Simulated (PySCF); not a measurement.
SMILES CSc1ccc(C=O)s1 (C₆H₆OS₂), GFN2-xTB optimised geometry. Atoms within 1.6 Å of the plane z = 1.0 Å (x, y, z in Å): C1 (-2.46, -2.20, 0.00), S2 (-0.80, -2.93, 0.00), C3 (0.19, -1.50, 0.00), C4 (1.57, -1.50, 0.00), C5 (2.10, -0.21, 0.00), C6 (1.14, 0.78, 0.00), C7 (1.33, 2.21, 0.00), O8 (0.45, 3.04, -0.01), S9 (-0.46, 0.11, 0.00), H11 (-2.60, -1.60, 0.89), H12 (-3.16, -3.04, -0.01), H13 (2.15, -2.40, 0.00), H14 (3.16, 0.00, 0.00), H15 (2.40, 2.50, 0.00).

Method: B3LYP/def2-TZVP (PySCF).

Map of the log10 of the electron density (e/bohr³), floored at −4 on the plane z = 1.0 Å:

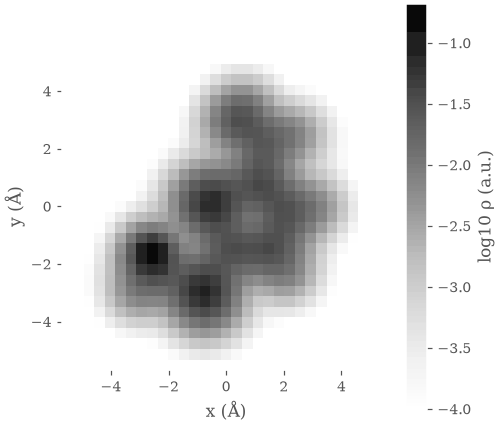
*Log10 of the electron density (e/bohr³), floored at −4 on the plane z = 1.0 Å.*
